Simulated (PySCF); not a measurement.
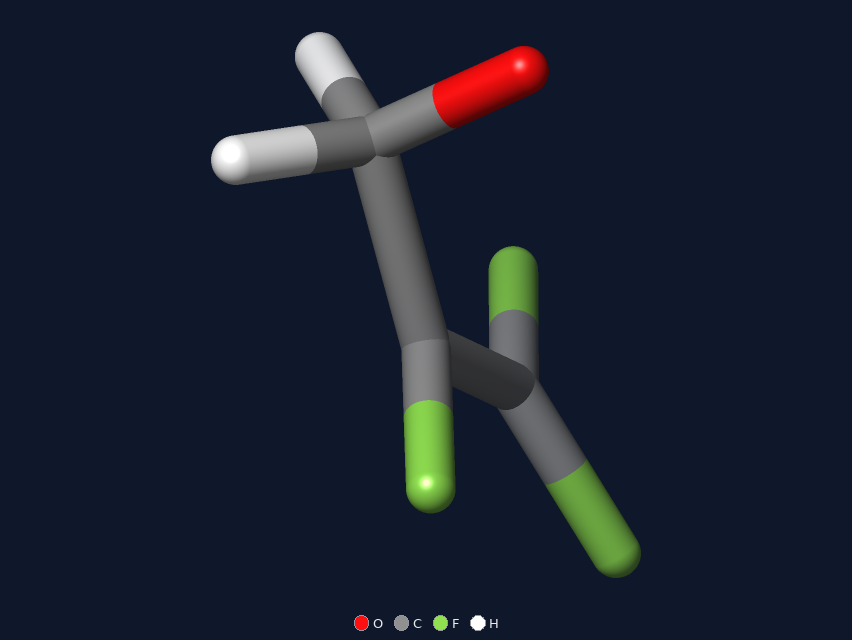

Charge −1, singlet. The geometry was computed by an optimisation with GFN2-xTB. No frequency run is at hand to confirm it as a minimum.

Count the atoms of each element.

C3H2F3O(-), 9 atoms: 3 carbon, 2 hydrogen, 3 fluorine and 1 oxygen.

How many bonds of each kind are drawn?

3 C–F, 2 C–C, 2 C–H, 1 C–O.

Name some functional groups or characteristic bonds that it holds.

Among them: alkene, C–F bond.

Write the SMILES.

[O-]CC(F)=C(F)F

What is the point group of this geometry?

C1.

The parts below concern this one geometry. Atoms keep their numbers from picture to picture.

### Bond orders

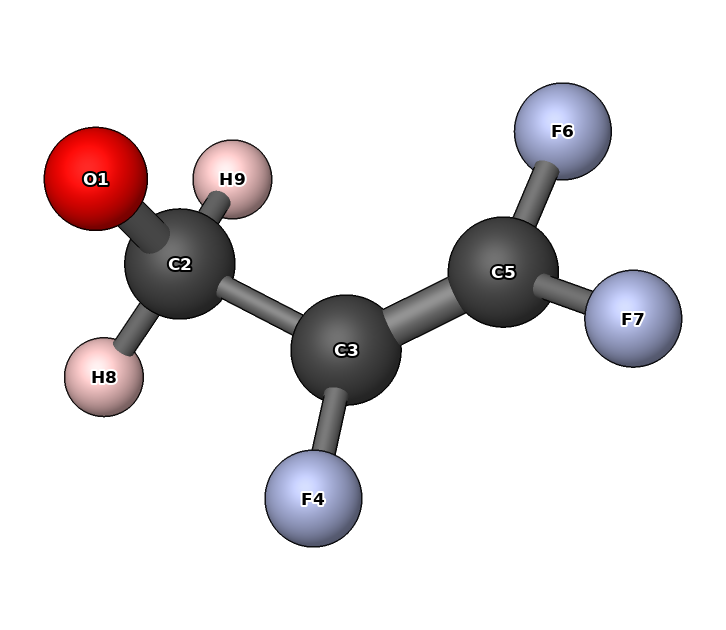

The thickness of each stick grows with its Mayer bond order. No frequency run is at hand to confirm it as a minimum. Level of theory: PBE0/pcSseg-1 (PySCF 2.14.0).

List the Mayer bond orders of O1–C2, C2–C3, C2–H8, C2–H9, C3–F4, C3–C5, C5–F6, C5–F7.

| bond | Mayer order | length (Å) |
| --- | --- | --- |
| O1–C2 | 1.46 | 1.303 |
| C2–C3 | 0.86 | 1.548 |
| C2–H8 | 0.86 | 1.131 |
| C2–H9 | 0.88 | 1.132 |
| C3–F4 | 0.91 | 1.363 |
| C3–C5 | 1.72 | 1.328 |
| C5–F6 | 0.96 | 1.347 |
| C5–F7 | 0.94 | 1.365 |

### NMR shielding

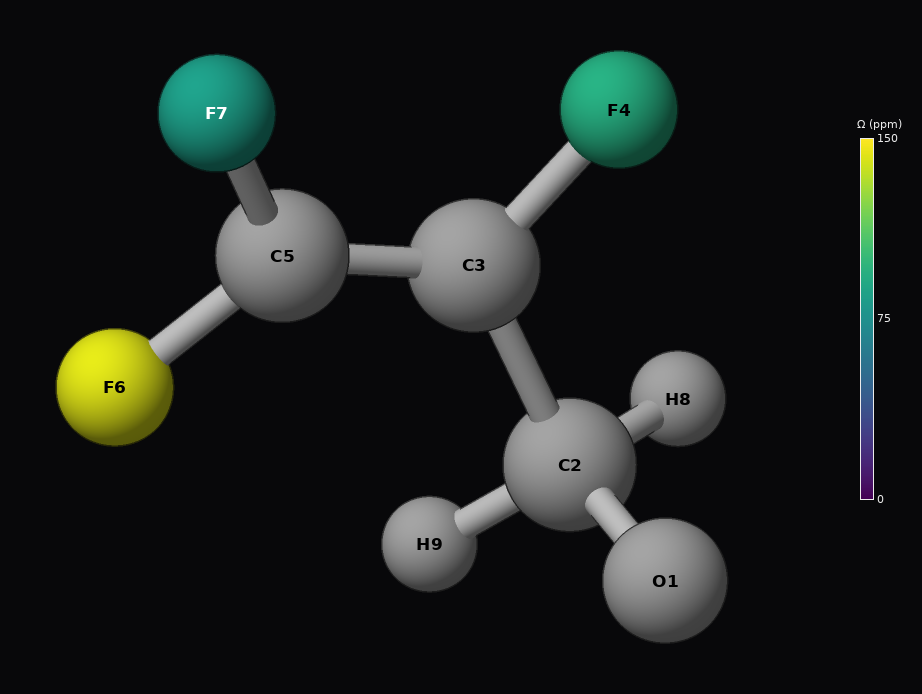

The F atoms are coloured by the span of their shielding tensor. No frequency run is at hand to confirm it as a minimum. Properties computed with GIAO PBE0/pcSseg-1 NMR shielding, non-relativistic, gas phase (PySCF 2.14.0). Principal shieldings σ11 ≤ σ22 ≤ σ33, span Ω = σ33 − σ11, skew κ = 3(σiso − σ22)/Ω.

Which F atom has the most anisotropic shielding?

F6, with a span of 143 ppm.

Give the shielding tensors of the F atoms.

```csv
atom,σ11,σ22,σ33,σiso,Ω,κ
F4,320.0,367.5,413.6,367.0,93.6,−0.01
F6,242.4,326.7,385.2,318.1,142.8,−0.18
F7,255.2,316.5,339.2,303.6,84.0,−0.46
```

Shieldings and span in ppm.

### Electronic properties

No frequency run is at hand to confirm it as a minimum. Method: PBE0/def2-SVPD, gas phase (PySCF 2.14.0).

Give the HOMO energy (Kohn–Sham orbital) at this level.

−0.47 eV.

Give the mean static polarisability at this level.

57.9 bohr³.
